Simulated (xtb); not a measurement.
## Frequency calculation of C₃H₁₀AlO (charge −1) (part 2 of 2)

The same run, continued: C₃H₁₀AlO, charge −1, SMILES CC(C)[O][AlH3-]; GFN2-xTB (xtb 6.7.1). The geometry was optimised with GFN2-xTB. The settings are looser than a standard set-up, so the numbers are not reference values.

Geometry of the input (Å):
```
C  -0.8730  -1.5158  0.0454
C  -0.2016  -0.2863  0.6764
C  1.2463  -0.6251  1.0633
O  -0.2421  0.7811  -0.1736
Al -0.2195  2.0220  -1.3248
H  -1.8926  -1.2620  -0.2335
H  -0.3322  -1.7909  -0.8571
H  -0.8832  -2.3580  0.7380
H  -0.7530  -0.0408  1.6090
H  1.7074  0.2451  1.5237
H  1.8046  -0.8692  0.1627
H  1.2820  -1.4657  1.7570
H  1.2138  1.9864  -2.0856
H  -1.4347  1.7574  -2.3661
H  -0.4222  3.4218  -0.5348
```

### What the program printed, continued
```
     #   Z          covCN         q      C6AA      α(0)
     1   6 C        3.752    -0.105    22.565     6.774
     2   6 C        3.731     0.148    18.292     6.105
     3   6 C        3.752    -0.105    22.564     6.774
     4   8 O        1.589    -0.400    20.881     6.167
     5  13 Al       3.315     0.283    95.298    19.893
     6   1 H        0.925     0.035     2.520     2.483
     7   1 H        0.925     0.036     2.506     2.475
     8   1 H        0.924     0.005     2.968     2.694
     9   1 H        0.921    -0.021     3.443     2.902
    10   1 H        0.925     0.033     2.542     2.493
    11   1 H        0.925     0.037     2.490     2.468
    12   1 H        0.924     0.005     2.965     2.693
    13   1 H        0.857    -0.319    26.268     8.030
    14   1 H        0.857    -0.317    26.003     7.989
    15   1 H        0.858    -0.315    25.618     7.929

 Mol. C6AA /au·bohr⁶  :       2970.550562
 Mol. C8AA /au·bohr⁸  :      78265.911895
 Mol. α(0) /au        :         87.867055

Wiberg/Mayer (AO) data.
largest (>0.10) Wiberg bond orders for each atom

 ---------------------------------------------------------------------------
     #   Z sym  total        # sym  WBO       # sym  WBO       # sym  WBO
 ---------------------------------------------------------------------------
     1   6 C    3.997 --     8 H    0.989     6 H    0.988     7 H    0.988
                             2 C    0.987
     2   6 C    3.977 --     4 O    1.029     3 C    0.987     1 C    0.987
                             9 H    0.956
     3   6 C    3.997 --    12 H    0.989    10 H    0.988    11 H    0.987
                             2 C    0.987
     4   8 O    2.255 --     5 Al   1.125     2 C    1.029
     5  13 Al   3.655 --     4 O    1.125    15 H    0.829    14 H    0.828
Molecule has no symmetry elements
It seems to be the C1 point group
                            13 H    0.827
     6   1 H    0.999 --     1 C    0.988
     7   1 H    0.999 --     1 C    0.988
     8   1 H    1.000 --     1 C    0.989
     9   1 H    1.000 --     2 C    0.956
    10   1 H    0.999 --     3 C    0.988
    11   1 H    0.999 --     3 C    0.987
    12   1 H    1.000 --     3 C    0.989
    13   1 H    0.898 --     5 Al   0.827
    14   1 H    0.899 --     5 Al   0.828
    15   1 H    0.900 --     5 Al   0.829
 ---------------------------------------------------------------------------

Topologies differ in total number of bonds
Writing topology from bond orders to xtbtopo.mol

molecular dipole:
                 x           y           z       tot (Debye)
 q only:        0.437      -3.742       2.383
   full:        0.436      -3.879       2.508      11.793
molecular quadrupole (traceless):
                xx          xy          yy          xz          yz          zz
 q only:       10.068       2.407     -11.197      -1.472      13.996       1.129
  q+dip:       10.711       2.380     -12.217      -2.022      15.291       1.507
   full:        9.553       2.439     -11.275      -1.819      13.384       1.723

           -------------------------------------------------
          |               Frequency Printout                |
           -------------------------------------------------
 projected vibrational frequencies (cm⁻¹)
eigval :       -0.00    -0.00    -0.00     0.00     0.00     0.00
eigval :       30.61    96.15   111.73   182.72   225.71   326.08
eigval :      428.58   464.15   511.52   520.84   580.71   782.89
eigval :      784.69   845.76   887.41   923.34   956.99  1047.81
eigval :     1124.64  1156.48  1235.40  1322.74  1332.76  1372.25
eigval :     1376.83  1380.46  1388.76  1476.52  1484.32  1487.50
eigval :     1497.23  1507.68  2722.71  2975.55  2984.56  3027.21
eigval :     3032.85  3035.76  3036.21
 reduced masses (amu)
   1: 19.12   2: 15.07   3: 12.82   4: 10.46   5: 13.51   6: 15.95   7:  1.73   8: 12.68
   9: 12.56  10:  1.30  11:  2.54  12: 10.84  13: 10.16  14: 10.40  15:  4.41  16:  4.90
  17: 11.45  18:  2.47  19:  2.41  20:  4.82  21:  8.89  22:  3.25  23:  4.30  24:  7.12
  25:  8.07  26:  6.80  27: 12.43  28:  3.76  29:  2.77  30:  2.12  31:  3.29  32:  2.13
  33:  3.20  34:  1.60  35:  1.56  36:  1.25  37:  1.61  38:  1.59  39:  1.69  40:  1.68
  41:  1.66  42:  1.91  43:  1.89  44:  1.59  45:  1.54
 IR intensities (km·mol⁻¹)
   1: 21.22   2: 12.82   3:  8.45   4:  0.39   5:  5.31   6: 11.56   7:  0.01   8:  2.91
   9:  3.28  10:  0.00  11:  0.21  12:  1.67  13:  0.97  14:  1.88  15: 69.96  16: 78.23
  17:  5.40  18:364.98  19:361.63  20:814.17  21: 90.31  22:  0.26  23:  0.93  24: 42.20
  25: 16.38  26: 15.92  27:257.69  28: 12.10  29: 20.28  30:737.11  31:  8.05  32:734.25
  33:  1.89  34:  0.42  35:  2.32  36: 86.12  37:  4.21  38:  2.47  39:163.93  40:  2.23
  41:180.66  42:  5.79  43: 74.76  44: 25.34  45: 41.95
 Raman intensities (Ä⁴*amu⁻¹)
   1:  0.00   2:  0.00   3:  0.00   4:  0.00   5:  0.00   6:  0.00   7:  0.00   8:  0.00
   9:  0.00  10:  0.00  11:  0.00  12:  0.00  13:  0.00  14:  0.00  15:  0.00  16:  0.00
  17:  0.00  18:  0.00  19:  0.00  20:  0.00  21:  0.00  22:  0.00  23:  0.00  24:  0.00
  25:  0.00  26:  0.00  27:  0.00  28:  0.00  29:  0.00  30:  0.00  31:  0.00  32:  0.00
  33:  0.00  34:  0.00  35:  0.00  36:  0.00  37:  0.00  38:  0.00  39:  0.00  40:  0.00
  41:  0.00  42:  0.00  43:  0.00  44:  0.00  45:  0.00
 output can be read by thermo (or use thermo option).
 writing <g98.out> molden fake output.
 recommended (thermochemical) frequency scaling factor: 1.0
           -------------------------------------------------
          |             Thermodynamic Functions             |
           -------------------------------------------------

c1  symmetry found (for desy threshold:  0.10E+00) used in thermo

          ...................................................
          :                      SETUP                      :
          :.................................................:
          :  # frequencies                          39      :
          :  # imaginary freq.                       0      :
          :  linear?                             false      :
          :  only rotor calc.                    false      :
          :  symmetry                               c1      :
          :  rotational number                       1      :
          :  scaling factor                  1.0000000      :
          :  rotor cutoff                   50.0000000 cm⁻¹ :
          :  imag. cutoff                  -20.0000000 cm⁻¹ :
          :.................................................:

    mode    ω/cm⁻¹     T·S(HO)/kcal·mol⁻¹    T·S(FR)/kcal·mol⁻¹   T·S(vib)
   ------------------------------------------------------------------------
       1     30.61    -1.72619 ( 12.31%)    -1.20113 ( 87.69%)    -1.26578
       2     96.15    -1.05271 ( 93.19%)    -0.86257 (  6.81%)    -1.03975
       3    111.73    -0.96560 ( 96.14%)    -0.81813 (  3.86%)    -0.95991
       4    182.72    -0.68588 ( 99.44%)    -0.67251 (  0.56%)    -0.68580
       5    225.71    -0.57031 ( 99.76%)    -0.60994 (  0.24%)    -0.57040
   ------------------------------------------------------------------------

   temp. (K)  partition function   enthalpy   heat capacity  entropy
                                   cal/mol     cal/K/mol   cal/K/mol   J/K/mol
 298.15  VIB   281.                 3455.864     21.891     21.193
         ROT  0.169E+06              888.752      2.981     26.908
         INT  0.477E+08             4344.616     24.872     48.101
         TR   0.814E+27             1481.254      4.968     39.356
         TOT                        5825.8702    29.8405    87.4570   365.9199

       T/K    H(0)-H(T)+PV         H(T)/Eh          T*S/Eh         G(T)/Eh
   ------------------------------------------------------------------------
    298.15    0.928412E-02    0.122432E+00    0.415536E-01    0.808782E-01
   ------------------------------------------------------------------------

         :::::::::::::::::::::::::::::::::::::::::::::::::::::
         ::                  THERMODYNAMIC                  ::
         :::::::::::::::::::::::::::::::::::::::::::::::::::::
         :: total free energy         -16.888180526020 Eh   ::
         ::.................................................::
         :: total energy              -16.969058710634 Eh   ::
         :: zero point energy           0.113147693819 Eh   ::
         :: G(RRHO) w/o ZPVE           -0.032269509206 Eh   ::
         :: G(RRHO) contrib.            0.080878184613 Eh   ::
         :::::::::::::::::::::::::::::::::::::::::::::::::::::

           -------------------------------------------------
          | TOTAL ENERGY              -16.969058710634 Eh   |
          | TOTAL ENTHALPY            -16.846626901717 Eh   |
          | TOTAL FREE ENERGY         -16.888180526020 Eh   |
          | GRADIENT NORM               0.000059879755 Eh/α |
          | HOMO-LUMO GAP               7.369719951853 eV   |
           -------------------------------------------------

------------------------------------------------------------------------
------------------------------------------------------------------------
 total:
 *  cpu-time:     0 d,  0 h,  0 min,  0.531 sec
 * ratio c/w:     0.995 speedup
 SCF:
 *  cpu-time:     0 d,  0 h,  0 min,  0.012 sec
 * ratio c/w:     0.974 speedup
 analytical hessian:
 *  cpu-time:     0 d,  0 h,  0 min,  0.504 sec
 * ratio c/w:     0.996 speedup
```

### Standard error
```
normal termination of xtb
```

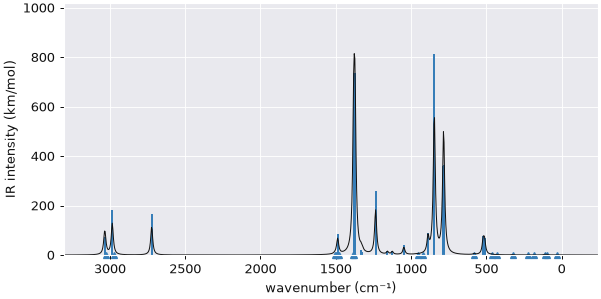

Figure 1. Harmonic infrared spectrum, unscaled: sticks (degenerate modes added up, dark ones marked on the axis) with a Lorentzian envelope of 16 cm⁻¹ full width, scaled to the tallest stick. 39 modes from 31 to 3036 cm⁻¹, none imaginary. The strongest line is at 846 cm⁻¹ (814 km/mol).

### Summary

```json
{"quantity": "outcome", "value": "converged"}
{"quantity": "electrons treated", "value": "32"}
{"quantity": "total energy", "value": "−16.969059 hartree"}
{"quantity": "dispersion energy", "value": "−0.011135 hartree"}
{"quantity": "basis functions", "value": "36"}
{"quantity": "HOMO", "value": "−4.95 eV"}
{"quantity": "LUMO", "value": "2.42 eV"}
{"quantity": "zero-point energy", "value": "0.113148 hartree"}
{"quantity": "wavenumbers, lowest and highest", "value": "31 and 3036 cm⁻¹"}
{"quantity": "hardware", "value": "1 thread of Intel Xeon @ 2.70GHz, 189 GiB of memory available, shared host"}
{"quantity": "wall time", "value": "0.56 s"}
{"quantity": "peak memory", "value": "0.071 GiB"}
```

### Notes

Settings chosen away from the usual ones: method = gfn2-xtb; task = frequencies; x = {"hess_scc_accuracy": 30}; geo = {"prev": "A"}. These settings are looser than, or depart from, a standard set-up, so the numbers are not reference values for this system.
